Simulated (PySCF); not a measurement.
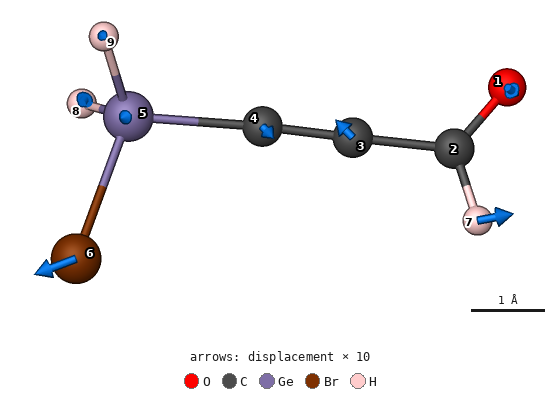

A relaxation of C3H3BrGeO. The starting structure is drawn; blue arrows show the displacements, magnified 10 times. The two geometries are superimposed by the best rigid fit.

A ball-and-stick model, seen at a tilt.

The start comes from GFN2-xTB. Its atoms were then displaced at random by about 0.01 Å.

Computed with PBE0-D3(BJ)/def2-SVP geometry optimisation, gas phase in PySCF 2.14.0, density-fitted response routines. 

> What did the optimiser do to the structure, and how much energy did it gain?

The largest move after the best rigid fit is that of Br6, 0.063 Å. By element the largest moves are Br 0.063 Å, H 0.053 Å, C 0.036 Å, O 0.030 Å, Ge 0.022 Å. Some distances before and after: C3–C4 1.264 → 1.220 Å, Ge5–H8 1.497 → 1.530 Å, C2–C3 1.418 → 1.450 Å, Ge5–Br6 2.273 → 2.302 Å. Bond angles that change, for instance: C3–C2–H7 111.2° → 114.1°, O1–C2–H7 124.9° → 122.1°, C3–C4–Ge5 177.2° → 179.4°. Over 12 geometry steps the energy falls by 0.161 eV.
